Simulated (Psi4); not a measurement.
**CH2NO (SMILES C=N[O]) at UVV10/6-311G**

Aim: the vertical ionisation energy of CH2NO at UVV10/6-311G, from 2 runs. 

The results are computed with Psi4 1.11.

**1. The system as given**

CH2NO has 5 atoms, charge 0, and is taken as a doublet. As SMILES, `C=N[O]`. Geometry: relaxed at GFN2-xTB.

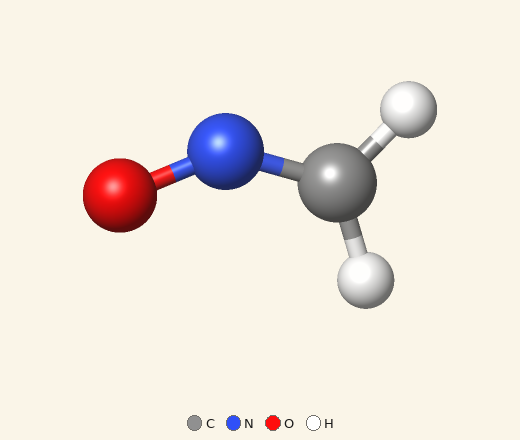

Viewed from a chosen angle; carbon grey, nitrogen blue, oxygen red, hydrogen white.

**2. The energy at UVV10/6-311G**

File job.json:

```json
{
  "schema_name": "qcschema_input",
  "schema_version": 1,
  "molecule": {
    "schema_name": "qcschema_molecule",
    "schema_version": 2,
    "symbols": ["C", "N", "O", "H", "H"],
    "geometry": [-0.68096281, 0.55374645, -0.29723502, 1.23204474, -0.28308097, 0.8038328, 2.49413613, -2.18204786, 1.03647698, -1.83925154, -0.58143093, -1.56114055, -1.20596652, 2.49281332, 0.01808468],
    "molecular_charge": 0,
    "molecular_multiplicity": 2,
    "fix_symmetry": "c1"
  },
  "driver": "energy",
  "model": {
    "method": "vv10",
    "basis": "6-311G"
  },
  "keywords": {
    "reference": "uks",
    "scf_type": "direct"
  }
}
```

On the command line:

```console
$ psi4 --qcschema job.json -n 1 --memory 1600MB
```

stdout:

```text
[...]
  Running in c1 symmetry.
[...]
  Nuclear repulsion =   65.778317602259619
[...]
  Multiplicity = 2
[...]
  Nalpha       = 12
  Nbeta        = 11
[...]
    Number of basis functions: 45
[...]
   @DF-UKS iter   1:  -169.21309723092386   -2.87138e-02   1.48415e-02 DIIS/ADIIS
[...]
   @UKS iter  12:  -169.42041196134505   -1.67159e-09   3.07771e-07 DIIS
[...]
   @S^2 Observed:                7.530933350E-01
[...]
    Orbital Energies [Eh]
    ---------------------
    Alpha Occupied:
       1A    -18.865976     2A    -14.152315     3A     -9.973338
       4A     -1.106504     5A     -0.825824     6A     -0.545458
       7A     -0.485447     8A     -0.473499     9A     -0.439443
      10A     -0.369446    11A     -0.240273    12A     -0.201059
    Alpha Virtual:
      13A     -0.049982    14A      0.037694    15A      0.076789
      16A      0.160424    17A      0.188031    18A      0.284469
      19A      0.355565    20A      0.382036    21A      0.502536
      22A      0.537425    23A      0.576122    24A      0.576483
      25A      0.622467    26A      0.670553    27A      0.767831
[...]
  @UKS Final Energy:  -169.42041196134505
   => Energetics <=
    Nuclear Repulsion Energy =             65.7783176022596194
    One-Electron Energy =                -359.5604404689283911
    Two-Electron Energy =                 146.2536486279186363
    DFT Exchange-Correlation Energy =     -21.9880791755482967
    Empirical Dispersion Energy =           0.0000000000000000
    VV10 Nonlocal Energy =                  0.0961414529534000
    Total Energy =                       -169.4204119613450530
[...]
 Multipole Moments:
 ------------------------------------------------------------------------------------
     Multipole            Electronic (a.u.)      Nuclear  (a.u.)        Total (a.u.)
 ------------------------------------------------------------------------------------
 L = 1.  Multiply by 2.5417464519 to convert [e a0] to [Debye]
 Dipole X            :          1.8676587           -2.5421131           -0.6744545
 Dipole Y            :         -1.1725263            1.6267012            0.4541749
 Dipole Z            :          0.9459671           -1.2766059           -0.3306388
 Magnitude           :                                                    0.8777731
[...]
```

The result, in JSON:

```text
{
 "driver": "energy",
 "model": {
  "method": "vv10",
  "basis": "6-311G"
 },
 "success": true,
 "return_result": -169.42041196134505,
 "properties": {
  "calcinfo_nbasis": 45,
  "calcinfo_nmo": 45,
  "calcinfo_nalpha": 12,
  "calcinfo_nbeta": 11,
  "calcinfo_natom": 5,
  "nuclear_repulsion_energy": 65.77831760225962,
  "return_energy": -169.42041196134505,
  "scf_one_electron_energy": -359.5604404689284,
  "scf_two_electron_energy": 146.25364862791864,
  "scf_vv10_energy": 0.09614145295340003,
  "scf_xc_energy": -21.988079175548297,
  "scf_dipole_moment": [-0.6744544537693407, 0.4541748603984368, -0.33063882586323234],
  "scf_total_energy": -169.42041196134505,
  "scf_iterations": 12
 }
}
```

Wall time 1.9 min (1 thread of Intel Xeon Platinum 8259CL at 2.50GHz (Skylake/Cascade Lake), shared host); peak memory 0.33 GiB.

**3. The singlet cation, same level**

File job.dat:

```
memory 1.6 GB

molecule {
  1 1
  C     -0.360350     0.293030    -0.157290
  N      0.651970    -0.149800     0.425370
  O      1.319840    -1.154690     0.548480
  H     -0.973290    -0.307680    -0.826120
  H     -0.638170     1.319140     0.009570
  units angstrom
  symmetry c1
}

set basis 6-311G
set reference uks
set scf_type direct

energy_value, wavefunction = energy("vv10", return_wfn=True)
```

On the command line:

```console
$ psi4 -i job.dat -o job.out -n 1
```

job.out:

```text
[...]
  Running in c1 symmetry.
[...]
  Nuclear repulsion =   65.778317617365190
[...]
  Multiplicity = 1
[...]
  Nalpha       = 11
  Nbeta        = 11
[...]
    Number of basis functions: 45
[...]
   @DF-UKS iter   1:  -168.83719850816209    3.47185e-01   1.50117e-02 DIIS/ADIIS
[...]
   @UKS iter  11:  -169.05834382456368   -1.21258e-09   4.09819e-07 DIIS
[...]
   @S^2 Observed:               -3.552713679E-15
[...]
    Orbital Energies [Eh]
    ---------------------
    Alpha Occupied:
       1A    -19.247720     2A    -14.531186     3A    -10.300278
       4A     -1.453082     5A     -1.158516     6A     -0.853598
       7A     -0.801313     8A     -0.792973     9A     -0.765662
      10A     -0.676610    11A     -0.555755
    Alpha Virtual:
      12A     -0.522866    13A     -0.360099    14A     -0.184381
      15A     -0.164510    16A     -0.104282    17A     -0.071966
      18A      0.042797    19A      0.100871    20A      0.111116
      21A      0.235781    22A      0.243592    23A      0.284061
      24A      0.297446    25A      0.370984    26A      0.401778
[...]
  @UKS Final Energy:  -169.05834382456368
   => Energetics <=
    Nuclear Repulsion Energy =             65.7783176173651896
    One-Electron Energy =                -351.8612935671548598
    Two-Electron Energy =                 138.5001040896128472
    DFT Exchange-Correlation Energy =     -21.5685940663841791
    Empirical Dispersion Energy =           0.0000000000000000
    VV10 Nonlocal Energy =                  0.0931221019973162
    Total Energy =                       -169.0583438245636785
[...]
 Multipole Moments:
 ------------------------------------------------------------------------------------
     Multipole            Electronic (a.u.)      Nuclear  (a.u.)        Total (a.u.)
 ------------------------------------------------------------------------------------
 L = 1.  Multiply by 2.5417464519 to convert [e a0] to [Debye]
 Dipole X            :          1.4761724           -2.5421131           -1.0659407
 Dipole Y            :         -0.8810422            1.6267012            0.7456590
 Dipole Z            :          0.7641976           -1.2766059           -0.5124083
 Magnitude           :                                                    1.3981414
[...]
```

It took 95 s on 1 thread of Intel Xeon Platinum 8259CL at 2.50GHz (Skylake/Cascade Lake), shared host; peak memory 0.33 GiB.

**4. What came out**

Level: UVV10/6-311G.

| quantity | value |
| --- | --- |
| doublet CH2NO: total energy | -169.42041 Eh |
| doublet CH2NO: dipole moment | 2.23 D |
| doublet CH2NO: HOMO energy (highest over α and β) | -5.47 eV |
| doublet CH2NO: LUMO energy (lowest over α and β) | -3.91 eV |
| doublet CH2NO: ⟨S²⟩ | 0.753 |
| singlet cation: total energy | -169.05834 Eh |
| singlet cation: HOMO energy | -15.12 eV |
| singlet cation: LUMO energy | -14.23 eV |
| singlet cation: HOMO–LUMO gap | 0.89 eV |
| vertical ionisation energy (to the singlet cation) | 9.852 eV |

In words: The vertical ionisation energy comes to 9.85 eV (951 kJ/mol). Only the singlet of the ionised species was computed; a triplet could lie lower.
